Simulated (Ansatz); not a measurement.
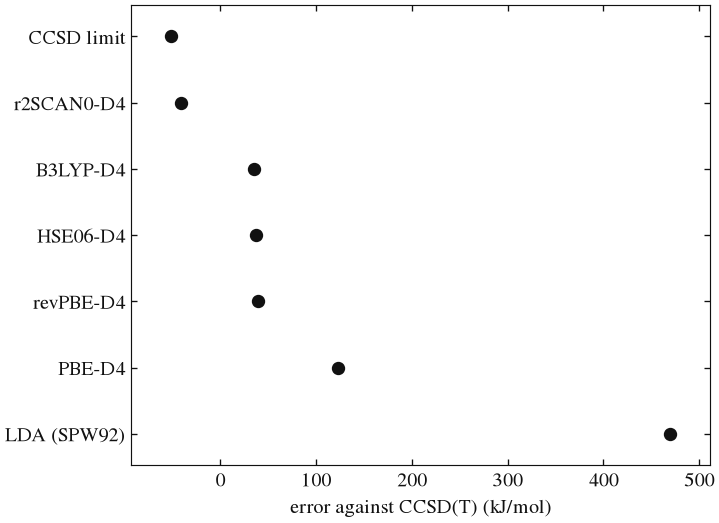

Error in the electronic atomisation energy (method less reference, so positive means overbinding) of CH₃BFN, SMILES B/C(=N\[H])F: functionals in def2-TZVPP against frozen-core CCSD(T) at the limit (MP2 extrapolated from triple and quadruple zeta, plus CCSD(T) less MP2 in a smaller set), which gives 2618.5 kJ/mol, at a PBE0-D4/def2-TZVP geometry (a minimum by its frequencies), no zero-point or spin-orbit term, the Ansatz code. The reference leaves out core correlation, a term that grows with the number of heavy atoms. Limit means the basis limit.

> Which of these levels overbind, and which underbind?

Overbind: B3LYP-D4, HSE06-D4, revPBE-D4, PBE-D4 and LDA (SPW92). Underbind: CCSD limit and r2SCAN0-D4.

> What range do the values span?

From −51.3 kJ/mol (CCSD limit) to 469.8 kJ/mol (LDA (SPW92)).
